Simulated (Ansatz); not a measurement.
**Ligand exchange: SiH(CH3)2Br + CH4 → SiH(CH3)3 + HBr**

Species: SiH(CH3)2Br, singlet; CH4 (methane) `C`, singlet; SiH(CH3)3 (trimethylsilane), singlet; HBr, singlet. The partners trade Br for CH3: Si–Br and H–CH3 bonds give way to Si–CH3 and H–Br.

Shapes, held fixed at every level: PBE0-D4/def2-TZVP. Programs: Ansatz 0.2.0. The zero-point and thermal change to 298 K, harmonic and unscaled (PBE0-D4/def2-TZVP), is -9.0 kJ/mol.

```
              level                   kind  ΔH(298 K) (kJ/mol)  less CCSD(T)/def2-TZVPP  CPU time (sum over the molecules)
        HF/def2-SVP           Hartree–Fock              +108.4                     +7.7                                  –
  PBE-D4/def2-TZVPP                    GGA              +101.9                     +1.2                               27 s
B3LYP-D4/def2-TZVPP          global hybrid              +104.7                     +4.0                               50 s
 PBE0-D4/def2-TZVPP          global hybrid              +104.6                     +3.9                               31 s
  B2PLYP/def2-TZVPP          double hybrid              +105.8                     +5.1                               56 s
   CCSD(T)/def2-SVP  coupled cluster or CI               +97.0                     -3.7                               47 s
    CCSD/def2-TZVPP  coupled cluster or CI              +101.1                     +0.4                                  –
 CCSD(T)/def2-TZVPP  coupled cluster or CI              +100.7                      0.0                             22 min
```

The highest level, CCSD(T)/def2-TZVPP, gives ΔH(298 K) = +100.7 kJ/mol; the levels span +97.0 to +108.4. The column of differences is taken from that level and isn't an error. No measured value is set beside it here. Relativity is left out for Br unless named. Correlated rows may include outer-core shells of Br, which these sets cover unevenly. Times are processor times on shared x86 and Arm servers, and rough.

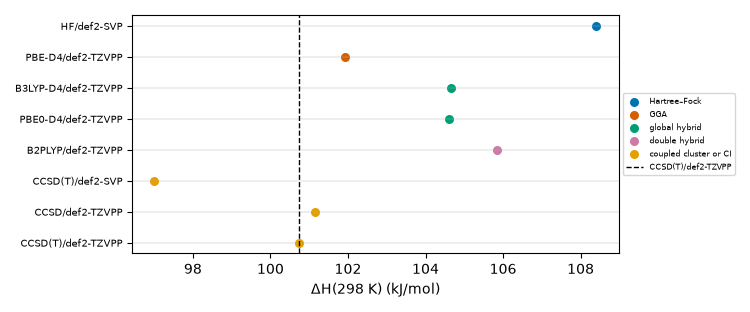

The values of the table, level by level.
